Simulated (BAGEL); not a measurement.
# B3LYP/aug-cc-pVDZ (density fitting with qzvpp-jkfit) run of GaF3 (SMILES [F][Ga]([F])[F])

What is the energy change on altering one bond length of GaF3 at B3LYP/aug-cc-pVDZ (density fitting with qzvpp-jkfit)? 

Program for the calculation: BAGEL 1.2.2.

6 further runs of the same task are left out: 4 that didn't finish, 2 set aside as unsound or not needed. Runs told in other sessions of the task aren't counted.

### Step 1. The structure to begin with

GaF3 has 4 atoms, charge 0, and is taken as a singlet. SMILES: `[F][Ga]([F])[F]`. The shape comes from GFN2-xTB, which is rough for such elements, and wasn't checked as a minimum.

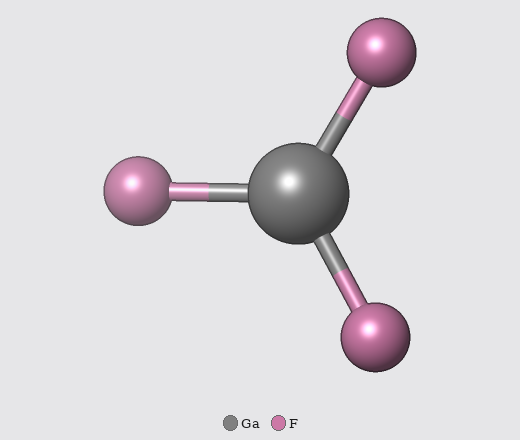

Viewed from a chosen angle; gallium grey, fluorine pink.

### Step 2. A single-point energy at B3LYP/aug-cc-pVDZ (density fitting with qzvpp-jkfit)

dft.json reads:

```json
{ "bagel": [

{
  "title": "molecule",
  "basis": "aug-cc-pvdz.json",
  "df_basis": "qzvpp-jkfit",
  "angstrom": true,
  "geometry": [
    { "atom": "Ga", "xyz": [   -0.000550,   -0.000780,   -0.000110 ] },
    { "atom": "F", "xyz": [    1.731690,   -0.026300,    0.013140 ] },
    { "atom": "F", "xyz": [   -0.840770,    1.514130,   -0.017200 ] },
    { "atom": "F", "xyz": [   -0.890370,   -1.487050,    0.004170 ] }
  ]
},
{
  "title": "ks",
  "xc_func": "b3lyp"
},
{
  "title": "print",
  "file": "orbitals.molden",
  "orbitals": true
}

]}
```

The basis set aug-cc-pVDZ is read from a file made from the Basis Set Exchange's data (not shown).

Started as:

```
BAGEL_NUM_THREADS=1 BAGEL dft.json > dft.out
```

The program printed:

```text
* using 1 threads per process

  ===============================================================
  ===============================================================

  *** Geometry ***

  { "atom" : "Ga", "xyz" : [     -0.001039,     -0.001474,     -0.000208 ] },
  { "atom" : "F", "xyz" : [      3.272420,     -0.049700,      0.024831 ] },
  { "atom" : "F", "xyz" : [     -1.588825,      2.861291,     -0.032503 ] },
  { "atom" : "F", "xyz" : [     -1.682555,     -2.810117,      0.007880 ] },

  Number of auxiliary basis functions:      497

  Since a DF basis is specified, we compute 2- and 3-index integrals:
    o Being stored without compression. Storage requirement is 0.044 GB

  Number of basis functions:      105
  Number of electrons      :       58

    * METHOD: MOLECULE                             0.29

  *** Kohn-Sham DFT ***

    * Removing 5586 points whose weight is below 1.00e-10
    * Grid points: 54038

  === Nuclear Repulsion ===
   298.5262068550

       - DIIS with orbital gradients will be used.

  === KS iteration (b3lyp / aug-cc-pvdz.json) ===
      0      -2202.27233047          0.11996383           0.33
      1      -2137.36215411          0.21416917           0.30
      2      -2205.71202428          0.12885594           0.31
      3      -2220.72614960          0.05351736           0.31
      4      -2223.32019794          0.03958910           0.31
      5      -2224.52631293          0.00577949           0.31
      6      -2224.52402813          0.00647663           0.31
      7      -2224.55598231          0.00087020           0.30
      8      -2224.55657250          0.00012106           0.30
      9      -2224.55657836          0.00005802           0.30
     10      -2224.55657926          0.00004860           0.31
     11      -2224.55658098          0.00000129           0.30
     12      -2224.55658098          0.00000031           0.31
     13      -2224.55658098          0.00000010           0.31
     14      -2224.55658098          0.00000002           0.31
     15      -2224.55658098          0.00000001           0.30
     16      -2224.55658098          0.00000000           0.30
    * SCF iteration converged.

    * Permanent dipole moment:
           (    0.002319,     0.003251,     0.000380) a.u.

    * METHOD: KS                                   5.50

    * METHOD: PRINT                                0.03

  ===============================================================
```

It took 6 s on 1 thread of Arm Neoverse V1, shared host; peak memory 0.32 GiB.

### Step 3. The distorted shape

input.json reads:

```json
{ "bagel" : [

{
  "title" : "molecule",
  "basis" : "aug-cc-pvdz.json",
  "df_basis" : "qzvpp-jkfit",
  "angstrom" : true,
  "geometry" : [
    { "atom" : "Ga", "xyz" : [       0.671615,      -1.212689,       0.013562 ] },
    { "atom" : "F", "xyz" : [       2.403855,      -1.238209,       0.026812 ] },
    { "atom" : "F", "xyz" : [      -0.840770,       1.514130,      -0.017200 ] },
    { "atom" : "F", "xyz" : [      -0.218205,      -2.698959,       0.017842 ] }
  ]
},

{ "title" : "ks", "xc_func" : "b3lyp" },

{ "title" : "print", "file" : "orbitals.molden", "orbitals" : true }

]}
```

The basis set aug-cc-pVDZ is read from a file made from the Basis Set Exchange's data (not shown).

Started as:

```
BAGEL_NUM_THREADS=1 BAGEL input.json > input.out
```

The program printed:

```text
* using 1 threads per process

  ===============================================================
  ===============================================================

  *** Geometry ***

  { "atom" : "Ga", "xyz" : [      1.269168,     -2.291650,      0.025628 ] },
  { "atom" : "F", "xyz" : [      4.542628,     -2.339876,      0.050667 ] },
  { "atom" : "F", "xyz" : [     -1.588825,      2.861291,     -0.032503 ] },
  { "atom" : "F", "xyz" : [     -0.412348,     -5.100293,      0.033716 ] },

  Number of auxiliary basis functions:      497

  Since a DF basis is specified, we compute 2- and 3-index integrals:
    o Being stored without compression. Storage requirement is 0.044 GB

  Number of basis functions:      105
  Number of electrons      :       58

    * METHOD: MOLECULE                             0.29

  *** Kohn-Sham DFT ***

    * Removing 4685 points whose weight is below 1.00e-10
    * Grid points: 54939

  === Nuclear Repulsion ===
   252.2130760905

       - DIIS with orbital gradients will be used.

  === KS iteration (b3lyp / aug-cc-pvdz.json) ===
      0      -2180.16165261          0.08804871           0.34
      1      -1944.09888417          0.24072182           0.31
      2      -2176.50847945          0.09835413           0.31
      3      -2124.94018480          0.24128533           0.32
      4      -2175.82283274          0.16060947           0.31
      5      -2221.11963948          0.05645448           0.31
      6      -2216.60562014          0.10890211           0.31
      7      -2194.79989259          0.13276253           0.31
      8      -2197.00467559          0.07023931           0.31
      9      -2201.20598152          0.09832537           0.31
     10      -2205.15899301          0.12482835           0.31
     11      -2215.86515274          0.07488568           0.31
     12      -2222.52564272          0.03055911           0.31
     13      -2224.01769181          0.02362659           0.31
     14      -2215.58903559          0.09207168           0.31
     15      -2223.46932380          0.03263241           0.31
     16      -2224.37599921          0.00440237           0.31
     17      -2224.26587348          0.01303827           0.31
     18      -2224.38687664          0.00337423           0.31
     19      -2224.38969721          0.00296139           0.31
     20      -2224.39612142          0.00093913           0.31
     21      -2224.39688429          0.00011154           0.31
     22      -2224.39689278          0.00004025           0.31
     23      -2224.39689414          0.00000246           0.31
     24      -2224.39689415          0.00000056           0.31
     25      -2224.39689415          0.00000049           0.31
     26      -2224.39689415          0.00000040           0.31
     27      -2224.39689415          0.00000021           0.31
     28      -2224.39689415          0.00000025           0.31
     29      -2224.39689415          0.00000009           0.31
     30      -2224.39689415          0.00000002           0.31
     31      -2224.39689415          0.00000001           0.31
     32      -2224.39689415          0.00000001           0.31
     33      -2224.39689415          0.00000001           0.31
    * SCF iteration converged.

    * Permanent dipole moment:
           (   -0.830135,     1.501823,    -0.016619) a.u.

    * METHOD: KS                                  10.94

    * METHOD: PRINT                                0.03

  ===============================================================
```

Run time: 11 s. Hardware: 1 thread of Arm Neoverse V1, shared host; peak memory 0.32 GiB.

### Step 4. Outcome

At B3LYP/aug-cc-pVDZ (density fitting with qzvpp-jkfit):

| quantity | value |
| --- | --- |
| first shape: total energy | -2224.55658 Eh |
| first shape: dipole moment | 0.01 D |
| first shape: HOMO energy | -11.53 eV |
| first shape: LUMO energy | -3.09 eV |
| first shape: HOMO–LUMO gap | 8.44 eV |
| distorted shape: total energy | -2224.39689 Eh |
| distorted shape: dipole moment | 4.36 D |
| distorted shape: HOMO energy | -8.93 eV |
| distorted shape: LUMO energy | -6.61 eV |
| distorted shape: HOMO–LUMO gap | 2.32 eV |
| energy change with the Ga1–F3 bond stretched from 1.732 to 3.118 Å | 4.345 eV |

**Reading.** With the Ga1–F3 bond stretched from 1.732 to 3.118 Å the energy rises by 4.35 eV (419 kJ/mol). The first shape isn't relaxed at this level, so the change isn't measured from a minimum. A restricted reference can't describe the breaking bond well at this length.
